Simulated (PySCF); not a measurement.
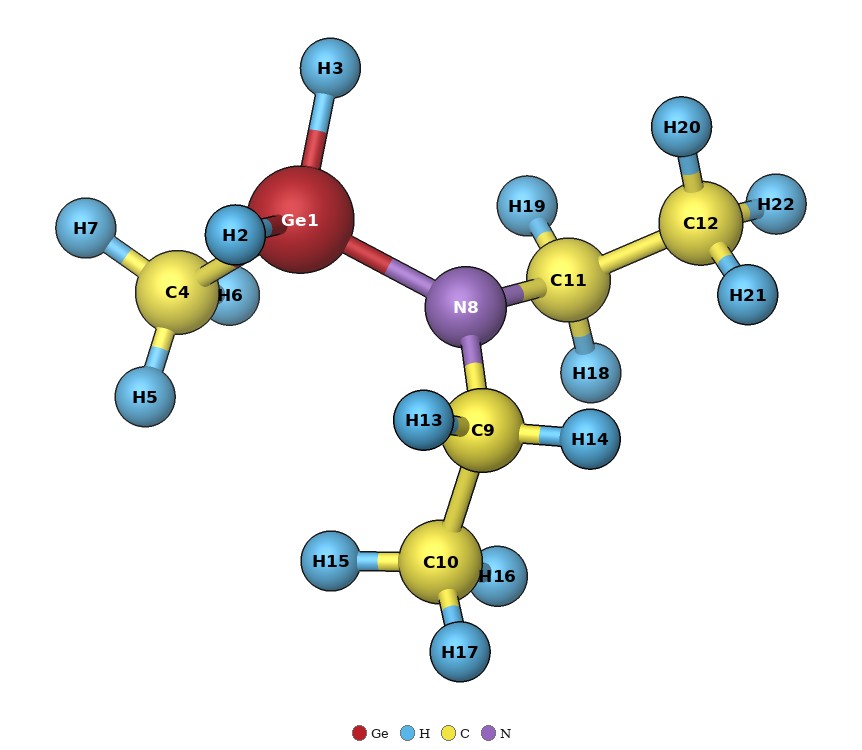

The geometry was computed by an optimisation with PBE0-D3(BJ)/def2-SVP. No frequency run is at hand to confirm it as a minimum. Level of theory: PBE/pcJ-1 (pcSseg-1 on Ge) indirect spin-spin coupling, non-relativistic, gas phase (PySCF 2.14.0). Isotopes: 13C, 1H, 15N.

Give the spin–spin coupling constants of these pairs, with the number of bonds between them: N8/C9, H2/N8, C4/N8, N8/H14, N8/H20.

```tsv
pair	bonds apart	J (Hz)
N8, C9	1	−5.8
H2, N8	2	−6.1
C4, N8	2	−0.7
N8, H14	2	−0.8
N8, H20	3	−1.0
```
